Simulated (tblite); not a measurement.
# C4H12NPSi2: the cost of one run

Computed with tblite 0.8.0 and PySCF 2.14.0, with density-fitted response routines of our own, on a single molecule in the gas phase. Atoms are numbered from 0 throughout.

### 1 The molecule as given

20 atoms, charge 0, multiplicity 1; geometry from: force field or distance geometry start.

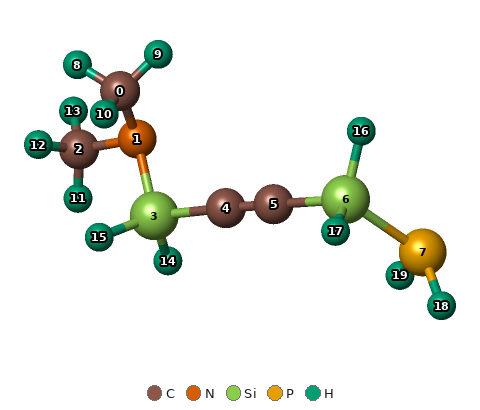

As it starts; carbon brown, nitrogen orange, silicon green, phosphorus amber, hydrogen teal, atoms numbered.

### 2 Relaxing the molecule with GFN2-xTB

Job settings and geometry (Å):

```
{"job": {"kind": "relax", "xc": "GFN2-xTB", "basis": "xTB"}, "charge": 0, "multiplicity": 1}
C     -2.471400    -0.165700     0.693800
N     -1.944700     0.384600    -0.549100
C     -3.018900     0.244400    -1.515800
Si    -0.607900    -0.599400    -1.221200
C      0.798000    -0.541400    -0.053400
C      1.746300    -0.499200     0.699200
Si     3.189500    -0.455000     1.822700
P      4.770600     0.722500     0.854700
H     -3.592100    -0.109700     0.607400
H     -2.196400     0.434400     1.593300
H     -2.217600    -1.234400     0.791100
H     -2.618200     0.157900    -2.547400
H     -3.541500    -0.713200    -1.253800
H     -3.751500     1.072700    -1.401600
H     -0.196900     0.013700    -2.501500
H     -1.049900    -2.007200    -1.394600
H      2.750800     0.136800     3.096200
H      3.747300    -1.816100     2.038700
H      5.916000    -0.148700     0.638000
H      4.283500     1.249600    -0.399700
```

Started as:

```
$ OMP_NUM_THREADS=1 python probes_run.py task.json out
```

This one command runs all jobs of the session in turn.

Q: Estimate the wall time and peak memory of this first job on 1 thread of Arm Neoverse V1, shared host.

About 1.7 s, with a peak of 0.18 GiB.
